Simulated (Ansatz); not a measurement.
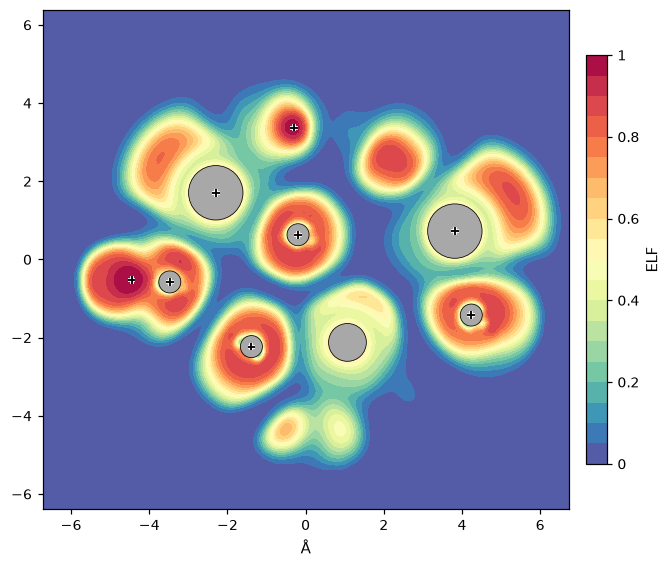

The ELF on a plane through atoms (crosses mark nuclei in the plane; grey discs cover the cores).

The calculation used RKS PBE0-D4/def2-SVP in Ansatz.

Candidates:
A. Al₁₂F₆P₁₀
B. Bi₈H₁₀O₁₇

Which system is this?

Answer. Candidate B: Bi₈H₁₀O₁₇ on the plane of atoms Bi8, O14 and H28, which holds Bi, O and H. O–H (0.98 Å): the ELF climbs to about 1 towards the hydrogen, as it does in any bond to H; a covalent bond by its length. Bi–O (2.21 Å): the ELF peaks at about 0.85 in the valence shell of O, 0.6 Å from its nucleus, and drops to about 0.15 between the two atoms.
